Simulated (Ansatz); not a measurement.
# LaLuS2F2 (built on the sites of a database entry of LaSF): relaxing the cell for a phonon run

Task: relax LaLuS2F2 (built on the sites of a database entry of LaSF) tightly.

Main program and level: Ansatz 0.2.0; DFT PBEsol, scalar-relativistic, plane waves, PseudoDojo norm-conserving pseudopotentials.

The structure was built from a prototype and need not be the compound's stable phase.

## 1. Set-up

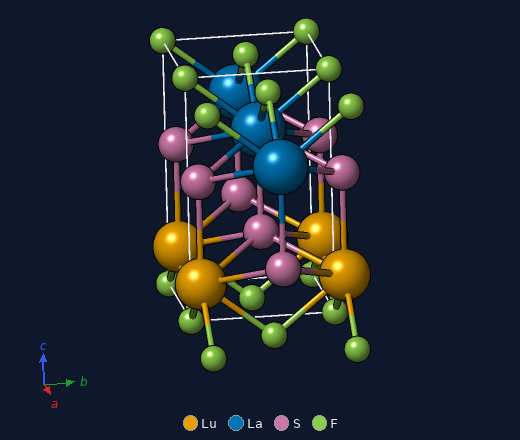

The starting structure, seen slightly off an axis (lutetium orange, lanthanum blue, sulfur pink, fluorine green). 2×1×1 cells are drawn. Some periodic images of atoms are drawn too.

## 2. A coarse first look

A quick single point on a coarse mesh tells whether the cell has a gap and how far it is from rest, which sets the k mesh and smearing that follow.

input.yaml

```yaml
crystal:
  lattice:
    - [3.91524, 0.0, 0.0]
    - [0.0, 3.91524, 0.0]
    - [0.0, 0.0, 6.78143]
  atoms:
    - { symbol: Lu, position: [0.5, 0.0, 0.23005] }
    - { symbol: La, position: [0.0, 0.5, 0.76995] }
    - { symbol: S, position: [0.5, 0.0, 0.6504] }
    - { symbol: S, position: [0.0, 0.5, 0.3496] }
    - { symbol: F, position: [0.0, 0.0, 0.0] }
    - { symbol: F, position: [0.5, 0.5, 0.0] }
kpoints:
  mp_grid: { grid: [6, 6, 4] }
hamiltonian:
  xc: pbesol
  pseudopotentials: { kind: nc, accuracy: standard }
scf:
  occupations: { method: gaussian, width: 0.1 }
output:
  forces: true
  stress: true
  eigenvalues: true
```

Command:

```sh
$ ansatz run input.yaml --threads 8 --pin off --max-ram 14336MiB --backend cpu --events-out ev --progress --plain --runs-dir out
```

Numbers of over 12 decimals in the logs are rounded to 6 here.

The program printed:

```text
Engine: ansatz 0.2.0, x86_64-unknown-linux-gnu
Pseudopotentials: kind: nc
Pseudopotential: Lu, nc, valence charge 25, recommended cutoff 1360.569312 eV (normal), Lu.nc.azcp (PseudoDojo's, or run here from an input of PseudoDojo's; its table is named by hamiltonian.pseudopotentials.accuracy)
[...]
k-point 0: bands = [... 27 lower, 9.2113, 10.5335, 10.6749, 10.6749, 12.0831, 13.7270, 14.1917, 14.3750, ... 1 higher]
  k-point 1: bands = [... 27 lower, 9.2676, 10.0886, 10.6399, 10.6399, 12.2862, 13.4715, 14.3372, 14.3967, ... 1 higher]
  k-point 2: bands = [... 27 lower, 9.3276, 9.6294, 10.6007, 10.6007, 12.6818, 13.0201, 14.3129, 14.4451, ... 1 higher]
  k-point 29: bands = [... 27 lower, 9.1963, 9.6907, 9.9805, 9.9805, 14.3134, 14.3134, 14.4213, 14.4213, ... 1 higher]
[key lines of the parts left out:]
SCF converged after 13 iterations
Free energy (F): -9611.258042 eV
Fermi energy:    11.381481 eV
P = ⅓ Tr σ = -2.7545 GPa (-27.545 kbar)
```

Elapsed: 20 s, on 8 threads of AMD EPYC 7R43, shared host; peak memory 1.5 GiB.

Numbers from this step:

| Quantity | Value |
| --- | --- |
| pressure | -2.755 GPa |
| gap on the k-mesh | 1.408 eV |
| volume per atom | 17.33 Å³ |
| direct gap on mesh | 1.408 eV |

The coarse mesh shows a gap of 1.41 eV and a pressure of -2.8 GPa.

## 3. Coarse relaxation

A rough relaxation comes first, because large forces or stress need no tight tolerances yet.

input.yaml, as its differences from that of step 2:

```diff
@@ -23 +23,6 @@
   eigenvalues: true
+relax:
+  adjacent_minimum: "off"
+  f_tol: 0.05
+  max_steps: 80
+  cell: { stress_tol: 0.5 }
```

The program printed:

```text
[...]
Crystal: 6 atoms, lattice volume = 103.953 Å³
Basis set: ecut = 1496.626244 eV, 13707 PW (Γ), exchange–correlation on 100×100×180 points (8 copies of the dense FFT grid, shifted against one another)
Bands: 38, of which v1, the nominal top of the filled ones, is band 31 counted from 1 (30 counted from 0)
Symmetry: 8 space group operations
[...]
cell:  # Å, volume = 100.5967 Å³
    - [3.833884, 0.0, 0]
    - [0, 3.833884, 0.0]
    - [0, 0.0, 6.843938]
  atoms:
    - { symbol: Lu, position: [0.500000, 0.0, 0.234347] }
    - { symbol: La, position: [0, 0.500000, 0.773603] }
    - { symbol: S, position: [0.500000, 0.0, 0.630279] }
    - { symbol: S, position: [0, 0.500000, 0.343965] }
    - { symbol: F, position: [0, 0.0, 0.008903] }
    - { symbol: F, position: [0.500000, 0.500000, 0.008903] }
[key lines of the parts left out:]
SCF converged after 4 iterations
Free energy (F): -9611.431945 eV
Fermi energy:    11.866077 eV
P = ⅓ Tr σ = -0.0284 GPa (-0.284 kbar)
```

Run time: 66 s. Hardware: 8 threads; peak memory 1.7 GiB.

Relaxation path:

```tsv
step	energy less that of the first step (eV)	largest force component (eV/Å)	pressure (GPa)	volume (Å³)
1	0.0000	0.9933	-2.75	103.95
2	-0.0689	0.8824	0.86	99.91
3	-0.1727	0.0783	-0.24	100.82
4	-0.1740	0.0226	-0.03	100.60
5*	-0.1739	0.0218	-0.03	100.60
```

Relaxation steps marked * repeat the geometry before them on a plane-wave basis chosen anew for their cell, so energy and pressure can jump there.

Forces are held to the 8 operations that the run works with; a distortion that breaks them can't arise in this run.

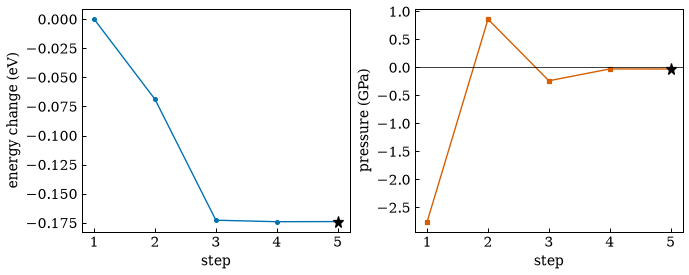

Energy and pressure along the relaxation. Stars mark steps on a basis chosen anew.

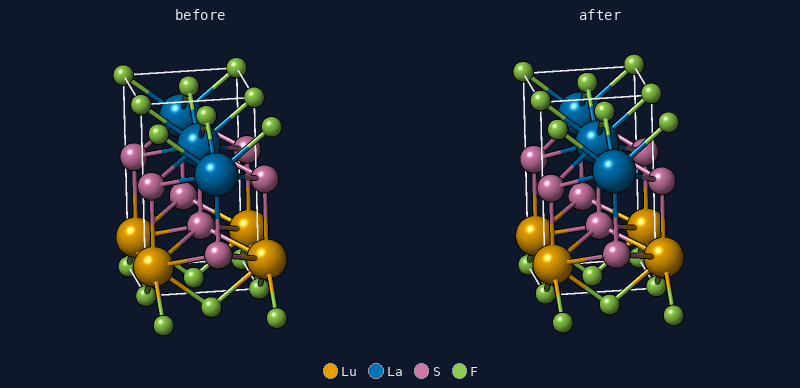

Before and after, at one scale.

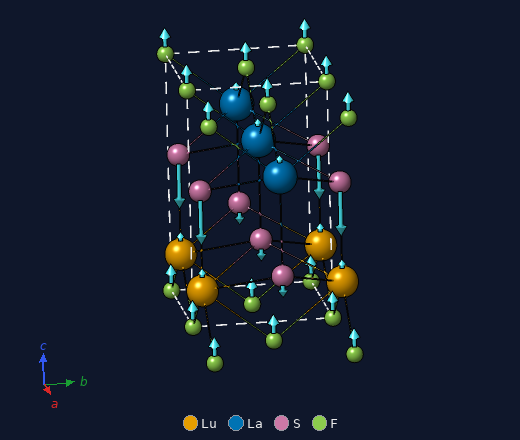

Displacements in the relaxation, exaggerated, measured against the changing cell; the longest in the cell stands for 0.14 Å. 2×1×1 cells are drawn. Some periodic images of atoms are drawn too.

```tsv
conventional cell, symmetrised	before	after	change
a (Å)	3.915	3.834	-2.1 %
b (Å)	3.915	3.834	-2.1 %
c (Å)	6.781	6.844	+0.9 %
volume (Å³/atom)	17.33	16.77	-3.2 %
```

The atoms that moved most (Å, as changes of fractional coordinates times the final cell):

```tsv
atom	dx	dy	dz	length
S3	0.000	0.000	-0.138	0.138
F5	0.000	0.000	0.061	0.061
F6	0.000	0.000	0.061	0.061
S4	0.000	0.000	-0.039	0.039
Lu1	0.000	0.000	0.029	0.029
La2	0.000	0.000	0.025	0.025
```

Numbers from this step:

```yaml
pressure: -0.02841 GPa
gap_on_the_k_mesh: 1.121 eV
volume_per_atom: 16.77 Å³
direct_gap_on_mesh: 1.121 eV
```

In this step the volume went from 17.33 to 16.77 Å³/atom.

## 4. Relaxation

Harmonic phonons are second derivatives at a point where the forces vanish, and they are wanted at zero stress, so atoms and cell are relaxed first.

input.yaml, the sections that differ from step 3:

```yaml
crystal:
  lattice:
    - [3.8338836291, 0.0, 0.0]
    - [0.0, 3.8338836291, 0.0]
    - [0.0, 0.0, 6.84393826]
  atoms:
    - { symbol: Lu, position: [0.5, 0.0, 0.2343470838] }
    - { symbol: La, position: [0.0, 0.5, 0.7736033045] }
    - { symbol: S, position: [0.5, 0.0, 0.6302788631] }
    - { symbol: S, position: [0.0, 0.5, 0.3439647438] }
    - { symbol: F, position: [0.0, 0.0, 0.0089030024] }
    - { symbol: F, position: [0.5, 0.5, 0.0089030024] }
scf:
  occupations: { method: gaussian, width: 0.02 }
relax:
  adjacent_minimum: "off"
  f_tol: 0.005
  max_steps: 80
  cell: { stress_tol: 0.05 }
# kpoints, hamiltonian, output: as in step 3
```

The program printed:

```text
[...]
Crystal: 6 atoms, lattice volume = 100.597 Å³
Basis set: ecut = 1496.626244 eV, 13187 PW (Γ), exchange–correlation on 100×100×180 points (8 copies of the dense FFT grid, shifted against one another)
Bands: 38, of which v1, the nominal top of the filled ones, is band 31 counted from 1 (30 counted from 0)
[... 1 set-up line as in the run before ...]
[...]
k-points: 30 of 144 (time reversal used)
[...]
SCF iter   1: F=—  HF=-9655.951773 eV  |F-HF|=—  |Δ(HF+E_count)|=         —  Δρ=6.73e-1  dr2=8.17e2  ethr=3.10e-3  ⟨swp⟩=23.9  Hψ=12217  notcnv=0  defer=3
[...]
SCF iter  13: F=-9611.431945 eV  HF=-9611.431945 eV  |F-HF|=3.17e-8  |Δ(HF+E_count)|=   2.24e-7  Δρ=7.74e-6  dr2=5.03e-8  ethr=1.61e-10  ⟨swp⟩=25.2  Hψ=11198  notcnv=0
SCF 1 converged in 13 iterations: F = -9611.431945 eV  dr2 = 5.03e-8
relax step   1: F+E_penalty+E_count = -9611.43194510 eV  Δ(F+E_penalty+E_count) = +0.000e0 eV  max|allowed force component| = 2.270e-2 eV/Å  Δτ_max = 0.0000 Å  P = -0.028 GPa  Ω = 100.597 Å³  (13 SCF iters, dr2 threshold 1.00e-7 eV, accepted)
Crystal: 6 atoms, lattice volume = 100.575 Å³
Basis set: ecut = 1496.626244 eV, 13195 PW (Γ), exchange–correlation on 100×100×180 points (8 copies of the dense FFT grid, shifted against one another)
[...]
SCF iter   6: F=-9611.431857 eV  HF=-9611.431857 eV  |F-HF|=1.77e-9  |Δ(HF+E_count)|=   6.07e-8  Δρ=3.27e-6  dr2=7.71e-9  ethr=5.19e-11  ⟨swp⟩=9.8  Hψ=7529  notcnv=0
SCF 2 converged in 6 iterations: F = -9611.431857 eV  dr2 = 7.71e-9
relax step   2: F+E_penalty+E_count = -9611.43185673 eV  Δ(F+E_penalty+E_count) = +8.838e-5 eV  max|allowed force component| = 6.336e-2 eV/Å  Δτ_max = 0.0074 Å  P = -0.006 GPa  Ω = 100.575 Å³  energy of the carried Pulay correction = +9.559e-7 eV  (6 SCF iters, dr2 threshold 3.22e-8 eV, rejected (line search))
Crystal: 6 atoms, lattice volume = 100.577 Å³
[...]
SCF iter   9: F=-9611.432089 eV  HF=-9611.432089 eV  |F-HF|=1.82e-12  |Δ(HF+E_count)|=  8.91e-11  Δρ=1.08e-7  dr2=4.92e-12  ethr=1.00e-12  ⟨swp⟩=6.8  Hψ=6738  notcnv=0
SCF 3 converged in 9 iterations: F = -9611.432089 eV  dr2 = 4.92e-12
relax step   3: F+E_penalty+E_count = -9611.43208911 eV  Δ(F+E_penalty+E_count) = -1.440e-4 eV  max|allowed force component| = 1.044e-2 eV/Å  Δτ_max = 0.0017 Å  P = -0.012 GPa  Ω = 100.577 Å³  energy of the carried Pulay correction = +8.583e-7 eV  (9 SCF iters, accepted)
[...]
relax step   4: F+E_penalty+E_count = -9611.43210009 eV  Δ(F+E_penalty+E_count) = -1.098e-5 eV  max|allowed force component| = 9.196e-3 eV/Å  Δτ_max = 0.0022 Å  P = -0.025 GPa  Ω = 100.583 Å³  energy of the carried Pulay correction = +5.855e-7 eV  (7 SCF iters, dr2 threshold 6.81e-9 eV, accepted)
[...]
relax step   5: F+E_penalty+E_count = -9611.43211147 eV  Δ(F+E_penalty+E_count) = -1.139e-5 eV  max|allowed force component| = 5.440e-3 eV/Å  Δτ_max = 0.0009 Å  P = -0.003 GPa  Ω = 100.559 Å³  energy of the carried Pulay correction = +1.631e-6 eV  (6 SCF iters, dr2 threshold 5.29e-9 eV, accepted)
[...]
relax step   6: F+E_penalty+E_count = -9611.43211442 eV  Δ(F+E_penalty+E_count) = -2.949e-6 eV  max|allowed force component| = 4.230e-4 eV/Å  Δτ_max = 0.0004 Å  P = +0.001 GPa  Ω = 100.558 Å³  energy of the carried Pulay correction = +1.705e-6 eV  (5 SCF iters, dr2 threshold 1.85e-9 eV, accepted)
[...]
SCF iter   1: F=—  HF=-9611.432663 eV  |F-HF|=—  |Δ(HF+E_count)|=         —  Δρ=3.17e-6  dr2=6.42e-9  ethr=3.47e-7  ⟨swp⟩=4.3  Hψ=15296  notcnv=0
eigensolver tolerance schedule: the retry pair's looser diagonalisation over-reported the residual by 33489.93 of it (diagonalisation noise at an unbounded share of the residual, at the tolerance the schedule requests for it); recorded, not acted on — ethr = c·dr2/N_el stays at c = 1.0e-1
SCF iter   2: F=—  HF=-9611.432113 eV  |F-HF|=—  |Δ(HF+E_count)|=   5.50e-4  Δρ=2.13e-6  dr2=3.43e-9  ethr=1.04e-11  ⟨swp⟩=4.9  Hψ=4150  notcnv=0
[...]
SCF iter   6: F=-9611.432113 eV  HF=-9611.432113 eV  |F-HF|=2.18e-11  |Δ(HF+E_count)|=  7.28e-12  Δρ=2.18e-7  dr2=3.29e-11  ethr=1.00e-12  ⟨swp⟩=5.3  Hψ=4509  notcnv=0
SCF 7 converged in 6 iterations: F = -9611.432113 eV  dr2 = 3.29e-11
relax step   7: F+E_penalty+E_count = -9611.43211307 eV  Δ(F+E_penalty+E_count) = +1.355e-6 eV  max|allowed force component| = 4.360e-4 eV/Å  Δτ_max = 0.0000 Å  P = +0.001 GPa  Ω = 100.558 Å³  stress off target by 2.08e-3 GPa  SCF on the basis re-selected at this cell (its energy is not comparable with the rows above)  (6 SCF iters)
[...]
SCF converged after 6 iterations
Free energy (F): -9611.432113 eV
[...]
Internal energy: -9611.432113 eV  (E = F + TS)
E sigma→0 (E₀):  -9611.432113 eV
Fermi energy:    11.865235 eV
[...]
--- Forces (eV/Å), atoms counted from 1 ---
  atom   1  Lu     0.00000000    -0.00000000     0.00025952
  atom   2  La    -0.00000000     0.00000000    -0.00043578
  atom   3  S     -0.00000000     0.00000000     0.00018023
  atom   4  S      0.00000000    -0.00000000     0.00013372
  atom   5  F      0.00000000     0.00000000    -0.00006808
  atom   6  F     -0.00000000    -0.00000000    -0.00006808
  max |Σ_I F_I| component: 1.53e-6 eV/Å
--- Stress (GPa, compression-positive) ---
        0.000669       0.000000      -0.000000
        0.000000       0.000669       0.000000
       -0.000000       0.000000       0.002075
  P = ⅓ Tr σ = 0.0011 GPa (0.011 kbar)
--- Band table (eV; the first three rows and the last of 30) ---
  k-point 0: bands = [... 27 lower, 9.6472, 11.0930, 11.3072, 11.3072, 12.4230, 14.1558, 14.5876, 14.7684, ... 3 higher]
  k-point 1: bands = [... 27 lower, 9.7012, 10.6874, 11.2613, 11.2613, 12.6056, 13.9155, 14.7231, 14.7510, ... 3 higher]
  k-point 2: bands = [... 27 lower, 9.7588, 10.2722, 11.2114, 11.2114, 12.8976, 13.5633, 14.7358, 14.7898, ... 3 higher]
  k-point 29: bands = [... 27 lower, 9.3027, 10.3265, 10.4643, 10.4643, 14.6574, 14.6574, 14.7984, 14.8420, ... 3 higher]
--- Relaxed structure (6 steps of the walk, 5 accepted, 1 SCFs on fresh bases) ---
[...]
cell:  # Å, volume = 100.5578 Å³
    - [3.830877, 0.0, 0]
    - [0.0, 3.830877, 0.0]
    - [0, 0.0, 6.852030]
  atoms:
    - { symbol: Lu, position: [0.500000, 0.0, 0.233868] }
    - { symbol: La, position: [0, 0.500000, 0.773495] }
    - { symbol: S, position: [0.500000, 0.0, 0.630351] }
    - { symbol: S, position: [0, 0.500000, 0.343833] }
    - { symbol: F, position: [0, 0.0, 0.00922664] }
    - { symbol: F, position: [0.500000, 0.500000, 0.00922664] }
```

The job ended after 84 s (8 threads; peak memory 1.6 GiB).

Relaxation path:

```tsv
step	energy less that of the first step (eV)	largest force component (eV/Å)	pressure (GPa)	volume (Å³)
1	0.0000	0.0227	-0.03	100.60
2	0.0001	0.0634	-0.01	100.57
3	-0.0001	0.0104	-0.01	100.58
4	-0.0002	0.0092	-0.02	100.58
5	-0.0002	0.0054	0.00	100.56
6	-0.0002	0.0004	0.00	100.56
7*	-0.0002	0.0004	0.00	100.56
```

Relaxation steps marked * repeat the geometry before them on a plane-wave basis chosen anew for their cell, so energy and pressure can jump there. Relaxation step 2 was tried and not accepted.

Forces are held to the 8 operations that the run works with; a distortion that breaks them can't arise in this run.

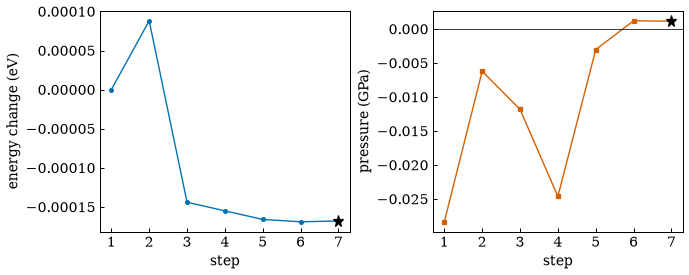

Energy and pressure along the relaxation. Stars mark steps on a basis chosen anew.

```tsv
conventional cell, symmetrised	before	after	change
a (Å)	3.834	3.831	-0.1 %
b (Å)	3.834	3.831	-0.1 %
c (Å)	6.844	6.852	+0.1 %
volume (Å³/atom)	16.77	16.76	-0.0 %
```

Final coordinates:

```xyz
6
Lattice="3.8309 0.0000 0.0000 0.0000 3.8309 0.0000 0.0000 0.0000 6.8520" Properties=species:S:1:pos:R:3 pbc="T T T"
Lu    1.9154    0.0000    1.6025
La    0.0000    1.9154    5.3000
S     1.9154    0.0000    4.3192
S     0.0000    1.9154    2.3560
F     0.0000    0.0000    0.0632
F     1.9154    1.9154    0.0632
```

Numbers from this step:

```yaml
pressure: 0.001138 GPa
gap_on_the_k_mesh: 1.116 eV
volume_per_atom: 16.76 Å³
direct_gap_on_mesh: 1.116 eV
```

In this step the volume went from 16.77 to 16.76 Å³/atom.

## 5. Tight relaxation

Phonons need a cell at rest on their own settings, so the relaxation is repeated with tight tolerances on forces and stress on the k mesh and occupations of the first response run.

input.yaml

```yaml
crystal:
  lattice:
    - [3.8308766259, 0.0, 0.0]
    - [0.0, 3.8308766259, 0.0]
    - [0.0, 0.0, 6.8520295167]
  atoms:
    - { symbol: Lu, position: [0.5, 0.0, 0.2338676095] }
    - { symbol: La, position: [0.0, 0.5, 0.7734951932] }
    - { symbol: S, position: [0.5, 0.0, 0.6303512932] }
    - { symbol: S, position: [0.0, 0.5, 0.3438326301] }
    - { symbol: F, position: [0.0, 0.0, 0.009226637] }
    - { symbol: F, position: [0.5, 0.5, 0.009226637] }
kpoints:
  mp_grid: { grid: [8, 8, 4] }
hamiltonian:
  xc: pbesol
  pseudopotentials: { kind: nc, accuracy: standard }
scf:
  occupations: { method: fixed }
output:
  forces: true
  stress: true
  eigenvalues: true
relax:
  adjacent_minimum: "off"
  f_tol: 0.001
  max_steps: 60
  cell: { stress_tol: 0.01 }
```

The program printed:

```text
[...]
Crystal: 6 atoms, lattice volume = 100.558 Å³
Basis set: ecut = 1496.626244 eV, 13195 PW (Γ), exchange–correlation on 100×100×180 points (8 copies of the dense FFT grid, shifted against one another)
Bands: 38, of which v1, the nominal top of the filled ones, is band 31 counted from 1 (30 counted from 0)
[... 1 set-up line as in the run before ...]
[...]
cell:  # Å, volume = 100.5578 Å³
    - [3.8308766259, 0.0, 0.0]
    - [0.0, 3.8308766259, 0.0]
    - [0.0, 0.0, 6.8520295167]
  atoms:
    - { symbol: Lu, position: [0.5, 0.0, 0.2338676095] }
    - { symbol: La, position: [0.0, 0.5, 0.773495] }
    - { symbol: S, position: [0.5, 0.0, 0.6303512932] }
    - { symbol: S, position: [0.0, 0.5, 0.343833] }
    - { symbol: F, position: [0.0, 0.0, 0.009226637] }
    - { symbol: F, position: [0.5, 0.5, 0.009226637] }
[key lines of the parts left out:]
SCF converged after 10 iterations
Free energy (F): -9611.432458 eV
Fermi energy:    11.306894 eV
P = ⅓ Tr σ = -0.0009 GPa (-0.009 kbar)
```

Run time: 62 s. Hardware: 8 threads; peak memory 1.7 GiB; 7.9 min of CPU time.

Little changed from the start: no atom moved by 0.005 Å and no cell edge by 0.1 %.

Numbers from this step:

```yaml
pressure: -8.57e-4 GPa
```

The largest force component left is 0.56 meV/Å and the pressure is -0.001 GPa, within the tolerances set. The cell now holds 16.76 Å³/atom.

## 6. Summary of results

```
space group after relaxation (within 0.01 Å) : P4mm
lattice constant a                           : 3.831 Å
lattice constant b                           : 3.831 Å
lattice constant c                           : 6.852 Å
volume per atom                              : 16.8 Å³
gap on the k-mesh                            : 1.12 eV
```

What this shows: The largest force component left is 0.56 meV/Å and the pressure is -0.001 GPa, within the tolerances set. The cell now holds 16.76 Å³/atom. The relaxation keeps the symmetry of its start, so it says nothing on stability against lower symmetry. Spin-orbit coupling is left out, which can matter for the heavy elements here. The starting cell was built on a prototype and not taken from a measurement, so the phase need not exist.

[Logs are printed without paths, hosts, clocks, repeated set-up lines and the standing remarks that a program may print on its own settings, such as how far it seeks lower states.]

[Hosts, paths, dates, database ids (printed as entryN), source tags and the programs' standing remarks are cut or masked in the printed files.]
